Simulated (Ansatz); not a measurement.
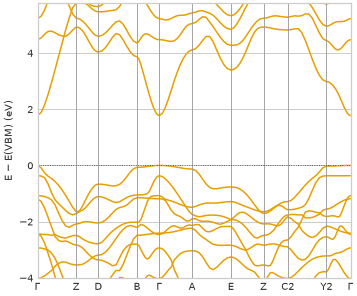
Fig. 1. Band structure from DFT-PBE in the program Ansatz with PAW potentials

Question: Read off the gap and where the band edges lie.

Answer: About 1.8 eV (1.77 eV by a search for the band edges); maximum at Γ, minimum at Γ.

The material is MgAl₃N₃O in space group Pm (No. 6; Pearson symbol mP8).

The start of the workflow was typed in or built on a structure type; neither database checked (COD, Materials Project) lists it. Its standing as an ambient phase is unchecked. The PBE relaxation kept the symmetry of its start; whether a distortion lowers the energy is not shown.

Potentials: the earlier of the program's two PAW sets.
